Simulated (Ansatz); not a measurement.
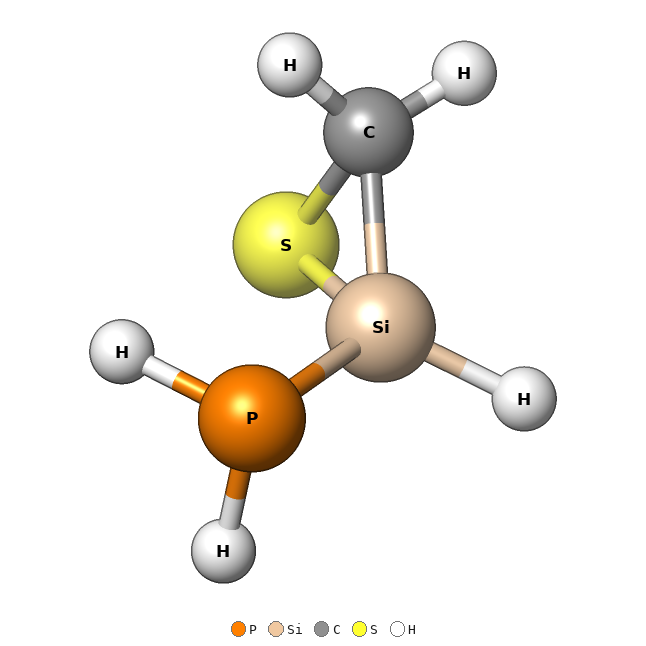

A ball-and-stick model of a molecule.

Computed geometry: PBE0-D4/def2-TZVP optimisation.

**Count the atoms of each element.**

CH5PSSi, 9 atoms: 1 carbon, 5 hydrogen, 1 phosphorus, 1 sulfur and 1 silicon.

**How many atoms are distinct by symmetry?**

9: 1 P, 1 Si, 1 C, 1 S, 1 H, 1 H, 1 H, 1 H, 1 H.

**Describe its rings.**

Independent rings (smallest set): 1 of 3 members.

**What is the point group of this geometry?**

C1.

More results for the same structure follow; atom numbers are the same in all pictures, views and colours differ.

### Geometry

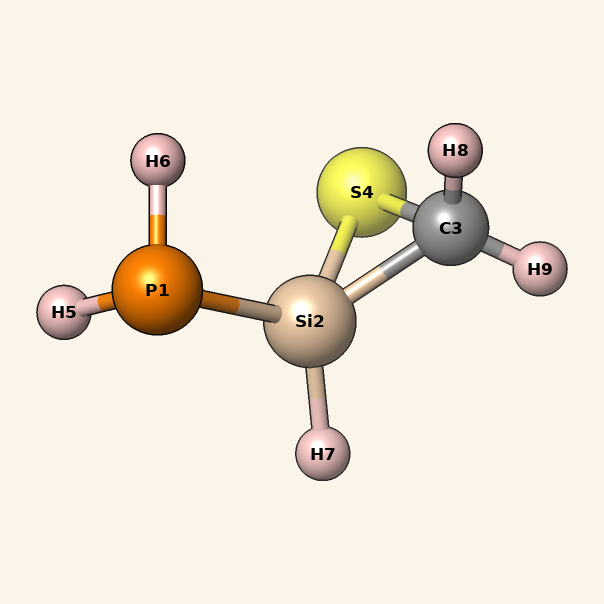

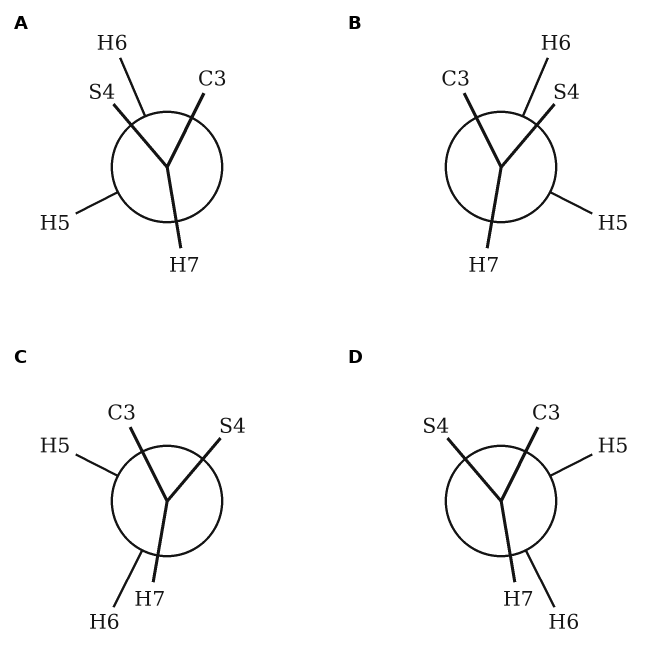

Depth is shown by fading: the farther an atom, the more it takes the colour of the background. Bonds that would overlap in a projection are set slightly apart.

**Which Newman projection shows the view along Si2–P1, with Si2 in front?**

B. The torsion angle S4–Si2–P1–H5 is 77°, synclinal (gauche).

### Vibrations

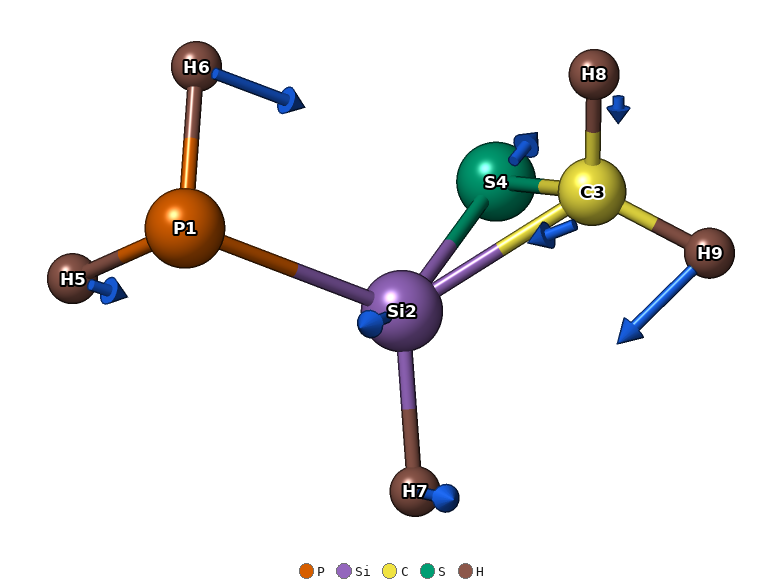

The arrows show one normal mode. Harmonic vibrations computed with RKS PBE0-D4/def2-TZVP (Ansatz 0.2.0) at a stationary point of the same level.

**At what wavenumber does it lie?**

546 cm⁻¹; it is mode 5 of 21 counted from the lowest.

### Electronic properties

Method: RKS BHLYP-D4/def2-TZVPP (Ansatz 0.2.0).

**What is the LUMO energy (Kohn–Sham orbital)?**

0.38 eV.

**What is the HOMO energy (Kohn–Sham orbital)?**

−7.86 eV.

**What is the dispersion correction?**

−33.0 kJ/mol.

### Charges

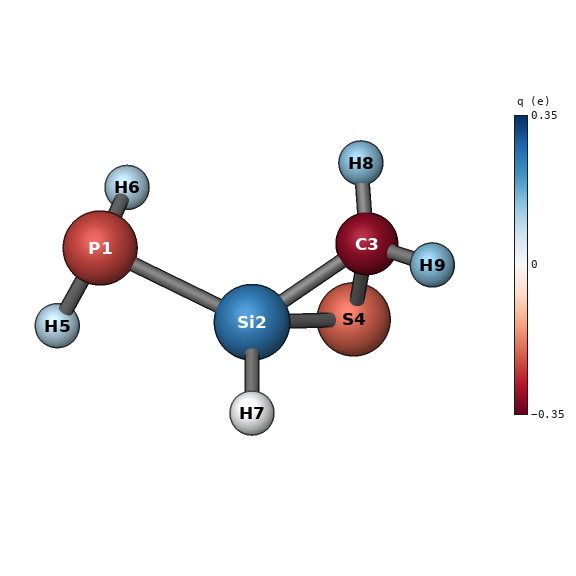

Atoms are coloured by their Mulliken charges. Properties computed with RKS PBE0-D4/def2-TZVP (Ansatz 0.2.0).

Give the Mulliken charges atom by atom.

```tsv
atom	value (e)
P1	−0.23
Si2	0.25
C3	−0.31
S4	−0.21
H5	0.10
H6	0.11
H7	0.00
H8	0.15
H9	0.15
```

Mulliken values depend strongly on the basis set and can even reverse the polarity of a bond.
